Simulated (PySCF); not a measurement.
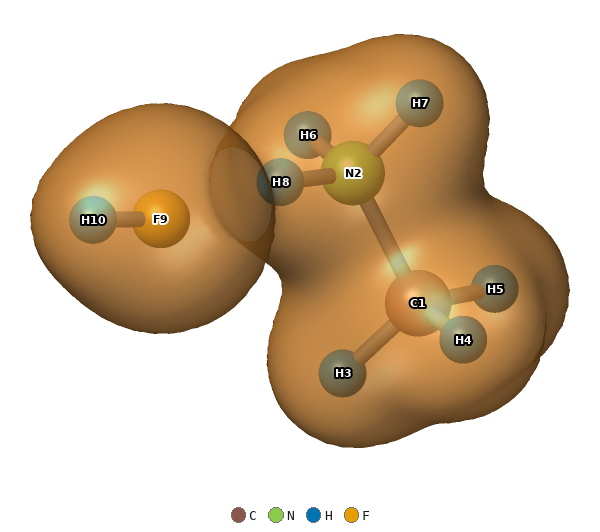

The picture shows: CH6N···HF (SMILES C[NH3+].F) (charge +1). Isosurface of the electron density at 0.1 e/Å³ (orange), seen at an oblique angle.

Geometry: PBE0-D3(BJ)/def2-SVPD.

The calculation used wB97M-D3(BJ)/def2-TZVPD, SCF density, gas phase (PySCF).

The calculation's input:

```
{"job": {"kind": "inter", "xc": "wB97M-D3(BJ)", "basis": "def2-TZVPD", "pairs": false}, "charge": 1, "multiplicity": 1, "parts": [{"atoms": "0-7", "charge": 1, "multiplicity": 1}, {"atoms": "8-9", "charge": 0, "multiplicity": 1}]}
C      0.742309    -0.005743    -0.100422
N     -0.722086     0.253448    -0.019658
H      0.915218    -1.075953     0.049444
H      1.241402     0.568828     0.686007
H      1.104509     0.303666    -1.085741
H     -1.239831    -0.273537    -0.729855
H     -0.939733     1.244790    -0.161024
H     -1.103403    -0.016861     0.900640
F     -1.555003    -0.546163     2.530854
H     -1.969959    -0.786201     3.322931
```

Command:

```sh
OMP_NUM_THREADS=1 python cluster_run.py task.json out
```

Q: What does this surface tell about the bonding?

A: At this value the surface is in one piece. It bridges the sampled F···H (1.77 Å), C–N (1.49 Å), F–H (0.93 Å) and N–H (1.02 Å) contacts, where the density stays above the isovalue. On the grid the lowest density along these lines, outside the cores, is 0.19 e/Å³ (F···H, 1.77 Å), 1.6 e/Å³ (C–N, 1.49 Å), 2.4 e/Å³ (F–H, 0.93 Å) and 2.2 e/Å³ (N–H, 1.02 Å).
